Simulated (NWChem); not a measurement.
**MN15-L/6-311G(d,p)/def2-TZVP (density fitting with weigend coulomb fitting, core potential, esp resp) run of SnIF3 (SMILES [F][Sn]([F])([F])[I])**

Aim: the vertical ionisation energy of SnIF3 at MN15-L/6-311G**/def2-TZVP (density fitting with weigend coulomb fitting, core potential, esp resp), from 2 runs. 

The results are computed with NWChem 7.3.0.

2 further runs of the same task are left out: 2 that didn't finish.

## (1) Starting point

SnIF3 has 5 atoms, charge 0, and is taken as a singlet. As SMILES, `[F][Sn]([F])([F])[I]`. The coordinates come from a PBE0-D4/def2-TZVP relaxation.

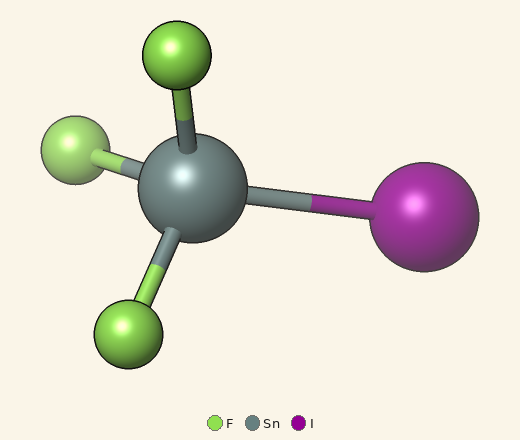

Viewed from a chosen angle; fluorine green, tin teal, iodine purple.

## (2) A single-point energy at MN15-L/6-311G(d,p)/def2-TZVP (density fitting with weigend coulomb fitting, core potential, esp resp)

The input, geom.nw:

```
start geom
title "F3ISn energy"
memory 2200 mb
geometry noautoz
   F    -0.839600   -0.547000    1.628200
   Sn    0.015800   -0.088900    0.008600
   F     1.802200   -0.670500    0.196100
   F    -0.747900   -1.211200   -1.303700
   I    -0.180600    2.444000   -0.570600
end
basis spherical bse
   * library 6-311G** except I Sn
   I library def2-TZVP
   Sn library def2-TZVP
end
ecp bse
   Sn library def2-TZVP
   I library def2-TZVP
end
basis "cd basis" spherical
   * library "weigend coulomb fitting"
end
dft
   xc mn15-l
   grid xfine
   maxiter 200
end
esp
   restrain
   recalculate
end
task dft energy
task esp
```

Run with:

```
$ nwchem geom.nw > geom.out
```

Log:

```text
[...]
 Group name             C3
[...]
          Wavefunction type:  closed shell.
          No. of atoms     :     5
          No. of electrons :    74
[...]
          Charge           :     0
          Spin multiplicity:     1
[...]
          AO basis - number of functions:   154
[...]
              XC Information
              --------------
                       MN15-L Method XC Functional
                        MN15-L Exchange Functional  1.000
                      MN15-L Correlation Potential  1.000
[...]
 d= 0,ls=0.0,diis     1   -809.6195316408 -1.23D+03  1.66D-02  6.24D+00     3.2
[...]
 d= 0,ls=0.0,diis    10   -809.8136984515 -9.38D-08  9.04D-07  3.23D-08    15.2
         Total DFT energy =     -809.813698451546
      One electron energy =    -2139.538034084246
           Coulomb energy =      983.878889459646
    Exchange-Corr. energy =      -69.821116186999
 Nuclear repulsion energy =      415.666562360054
[...]
 Dipole moment                                  1.174931    1.174527    1.174527
 Quadrupole moment Qxx                         -4.059708   -4.071928   -4.071928
                   Qyy                         -4.031999   -4.044392   -4.044392
                   Qzz                          8.091707    8.116321    8.116321
[...]
```

It took 18 s on 1 thread of Intel Xeon Platinum 8488C (Sapphire Rapids), shared host; peak memory 0.15 GiB.

## (3) The doublet cation at the same level

The input, f3isn.nw:

```
start f3isn
title "F3ISn"
memory total 2200 mb
charge 1

geometry noautosym nocenter noautoz
  F    -0.839600   -0.547000    1.628200
  Sn    0.015800   -0.088900    0.008600
  F     1.802200   -0.670500    0.196100
  F    -0.747900   -1.211200   -1.303700
  I    -0.180600    2.444000   -0.570600
end

basis spherical bse
  * library 6-311G** except I Sn
  I library def2-TZVP
  Sn library def2-TZVP
end

ecp bse
  Sn library def2-TZVP
  I library def2-TZVP
end

basis "cd basis" spherical
  * library "weigend coulomb fitting"
end

dft
  xc mn15-l
  mult 2
  grid xfine
  iterations 150
end

esp
  restrain
  recalculate
end

task dft
task esp
```

Run with:

```
$ nwchem f3isn.nw > f3isn.out
```

Log:

```text
[...]
          Wavefunction type:  spin polarized.
          No. of atoms     :     5
          No. of electrons :    73
[...]
          Charge           :     1
          Spin multiplicity:     2
[...]
          AO basis - number of functions:   154
[...]
              XC Information
              --------------
                       MN15-L Method XC Functional
                        MN15-L Exchange Functional  1.000
                      MN15-L Correlation Potential  1.000
[...]
 d= 0,ls=0.0,diis     1   -809.0749609814 -1.22D+03  1.18D-02  1.91D+00     9.1
[...]
 d= 0,ls=0.5,diis    55   -809.4094096147 -8.42D-07  3.74D-07  2.13D-07   378.3
[...]
         Total DFT energy =     -809.409410277295
      One electron energy =    -2123.156547604181
           Coulomb energy =      967.599621484183
    Exchange-Corr. energy =      -69.519040223251
 Nuclear repulsion energy =      415.666556065955
[...]
      <S2> =      0.7588 (Exact =     0.7500)
[...]
 Dipole moment                                  3.582011    3.573984    3.573984
 Quadrupole moment Qxx                        -11.078452  -11.088183  -11.088183
                   Qyy                         21.094708   21.112669   21.112669
                   Qzz                        -10.016256  -10.024486  -10.024486
[...]
```

Run time: 6.5 min. Hardware: 1 thread of Intel Xeon Platinum 8488C (Sapphire Rapids), shared host; peak memory 0.17 GiB.

## (4) Outcome

Level: MN15-L/6-311G**/def2-TZVP (density fitting with weigend coulomb fitting, core potential, esp resp).

```
                                          quantity          value
                       singlet SnIF3: total energy  -809.81370 Eh
                      singlet SnIF3: dipole moment         3.08 D
                        singlet SnIF3: HOMO energy       -8.10 eV
                        singlet SnIF3: LUMO energy       -3.89 eV
                      singlet SnIF3: HOMO–LUMO gap        4.21 eV
                      doublet cation: total energy  -809.40941 Eh
doublet cation: HOMO energy (highest over α and β)      -14.72 eV
 doublet cation: LUMO energy (lowest over α and β)      -13.60 eV
                              doublet cation: ⟨S²⟩          0.759
vertical ionisation energy (to the doublet cation)      11.001 eV
```

What this shows: Removing an electron at fixed nuclei costs 11.00 eV (254 kcal/mol). The negative HOMO energy of the first species, 8.10 eV, lies 2.90 eV below that difference.
